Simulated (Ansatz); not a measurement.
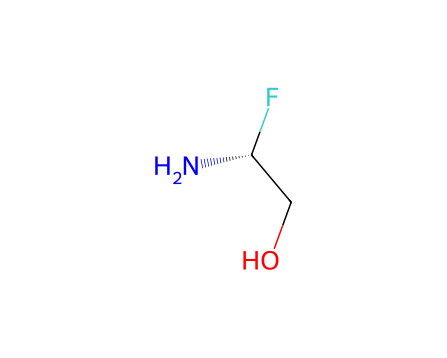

Skeletal drawing of a molecule.

Write the SMILES.

N[C@H](F)CO

Give the formula, hydrogens included.

C2H6FNO.

An optimisation with PBE0-D4/def2-TZVP gave a structure of which point group?

C1.

More results for the same structure follow; atom numbers are the same in all pictures, views and colours differ. The geometry was computed by an optimisation with PBE0-D4/def2-TZVP.

Geometry

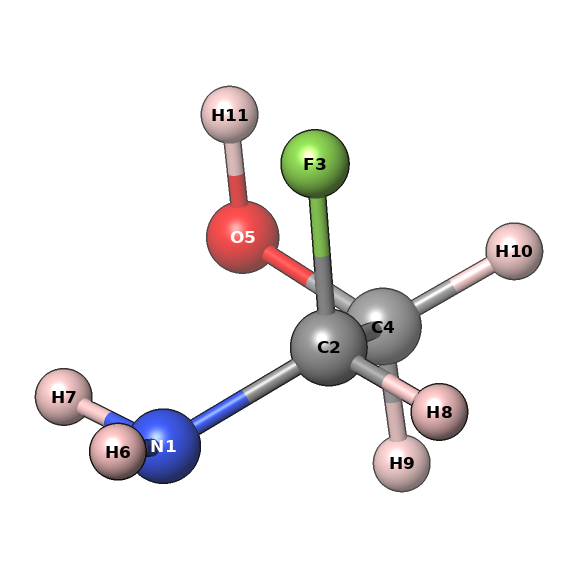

C4 lies behind C2. The molecule seen a little off the C2–C4 bond, C2 in front. Atoms fade into the background with distance from the viewer.

What is the torsion angle F3–C2–C4–O5? The sign is positive where the front bond must turn clockwise to cover the back bond.

−64°, synclinal (gauche). The bonds about C2–C4 are staggered.

Dipole moment

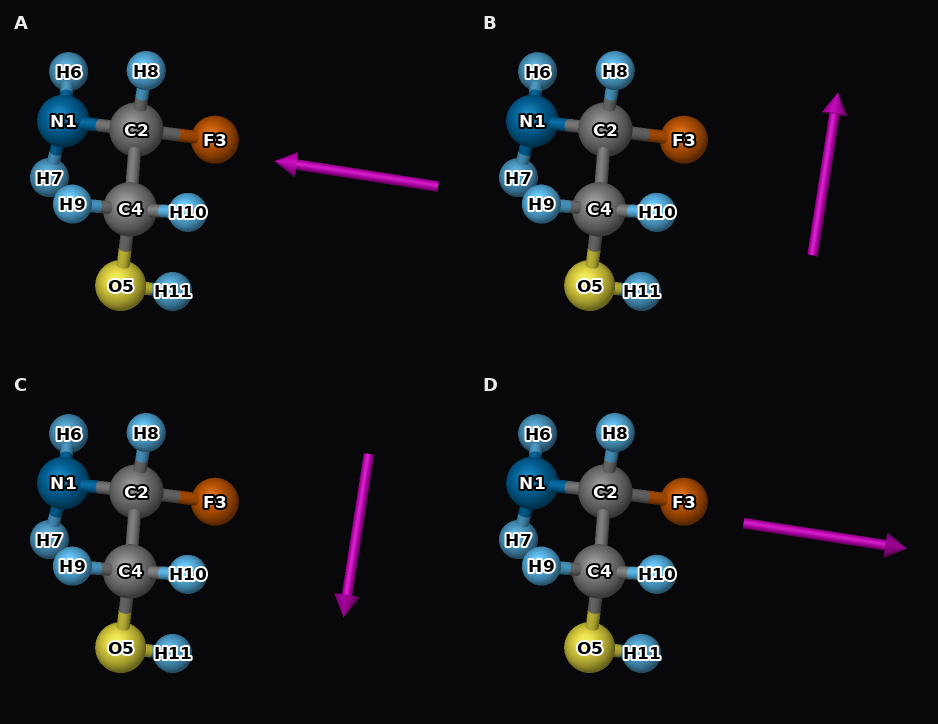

The same molecule four times, each with an arrow. Properties computed with RKS PBE0-D4/def2-TZVP (Ansatz 0.2.0).

Which arrow points along the dipole moment, from the negative to the positive end?

B. The dipole moment is 0.82 D; it points from the side of O5, H11 to the side of H6, H8 (the outermost atoms at the two ends).

Thermal motion

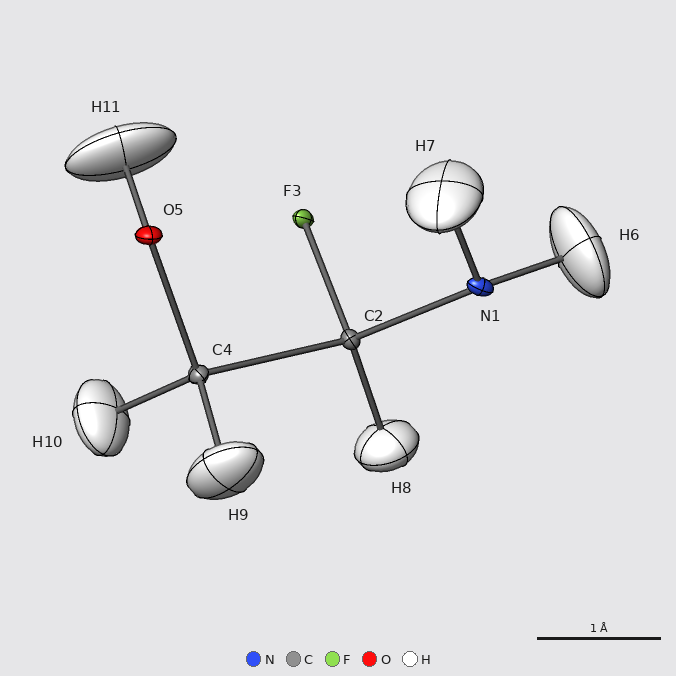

Displacement ellipsoids at the 50 % level, enlarged 1.5 times, from the internal vibrations of the free molecule (harmonic, no overall translation or rotation; no half-axis is drawn under 0.075 Å). Vibrations computed with RKS PBE0-D4/def2-TZVP (Ansatz 0.2.0). Temperature: 0 K (zero-point motion alone).

List U_eq and the three principal root-mean-square amplitudes for each kind of atom.

| atom | U_eq (Å²) | rms amplitudes (Å) |
| --- | --- | --- |
| N1 | 0.0015 | 0.027, 0.034, 0.050 |
| C2 | 0.0012 | 0.032, 0.035, 0.037 |
| F3 | 0.0014 | 0.025, 0.031, 0.050 |
| C4 | 0.0014 | 0.032, 0.037, 0.043 |
| O5 | 0.0018 | 0.022, 0.048, 0.052 |
| H6 | 0.0179 | 0.078, 0.129, 0.176 |
| H7 | 0.0178 | 0.075, 0.136, 0.171 |
| H8 | 0.0111 | 0.079, 0.113, 0.119 |
| H9 | 0.0141 | 0.080, 0.116, 0.150 |
| H10 | 0.0144 | 0.080, 0.116, 0.153 |
| H11 | 0.0218 | 0.074, 0.140, 0.201 |

Electronic properties

Method: RKS CAM-B3LYP-D4/def2-TZVPP (Ansatz 0.2.0).

What is the LUMO energy (Kohn–Sham orbital)?

1.78 eV.

Give the HOMO energy (Kohn–Sham orbital) at this level.

−9.30 eV.

What is the dispersion correction?

−13.4 kJ/mol.
